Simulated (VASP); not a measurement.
Band structure of V (relaxed from the beta-Sn structure, space group I4_1/amd). Calculation: PBEsol GGA, VASP's PBE PAW potentials (set 64) (plane waves; VASP).

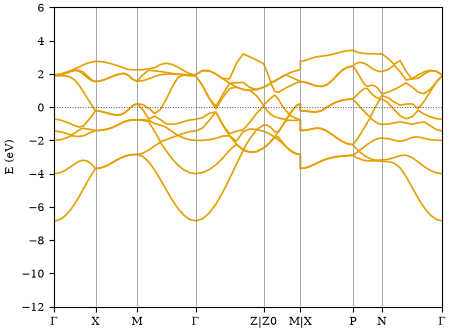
*Bands along high-symmetry lines, zero at the valence-band maximum or, without a gap, the Fermi level*

Task: Read the plot: is there a gap, and where are the band edges?

Result: It has no gap at this level: it comes out as a metal or semimetal. (Edges off the drawn lines would not show.)

The structure was generated: V was put into the beta-Sn type (I4_1/amd), which need not be its known phase. It was relaxed first, which changed the volume by -8 %. The run is not spin-polarised, so no magnetic state was tried.
